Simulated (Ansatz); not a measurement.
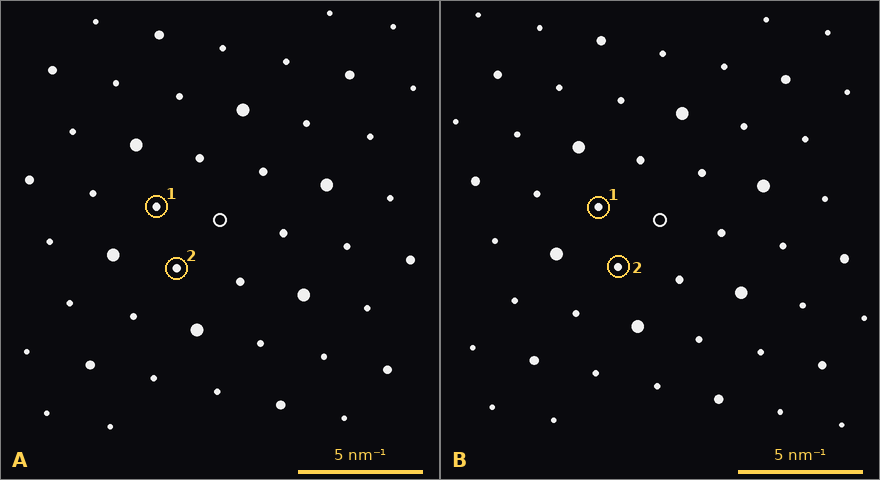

Kinematic electron diffraction patterns (300 kV, B = 0.5 Å², same scale) along [001] of the run's own cell, for the start and the end of one relaxation of BeGa2 with DFT PBE, scalar-relativistic, plane waves, PAW (Ansatz 0.2.0). k mesh 12×12×16. The start is a generated model structure, and the relaxation ends in the nearest stationary point of its symmetry, not necessarily the ground state. Spot 1 is -1 0 0 and spot 2 is 0 -1 0 in both.

Start structure:

```
CELL_PARAMETERS angstrom
4.40381 0.00000 0.00000
-2.20190 3.81381 0.00000
0.00000 0.00000 2.77733
ATOMIC_POSITIONS crystal
Be 0.00000 0.00000 0.00000
Ga 0.33333 0.66667 0.50000
Ga 0.66667 0.33333 0.50000
```

Which pattern belongs to the start structure, and which to the relaxed one?

A is the start: its cell gives d(1) = 3.814 Å, d(2) = 3.814 Å and an angle of 60.0°. B is the relaxed structure, with d(1) = 3.938 Å (+3.2 %), d(2) = 3.938 Å (+3.2 %) and 60.0°.

What did the relaxation do to the structure and the energy?

The volume changed by +0.1 % to 15.56 Å³ an atom; the fractional coordinates hardly changed; the space group stayed P6/mmm (No. 191); the free energy fell by 26 meV an atom. Relaxed cell: a = 4.547 Å, b = 4.547 Å, c = 2.607 Å, α = 90.00°, β = 90.00°, γ = 120.00°.
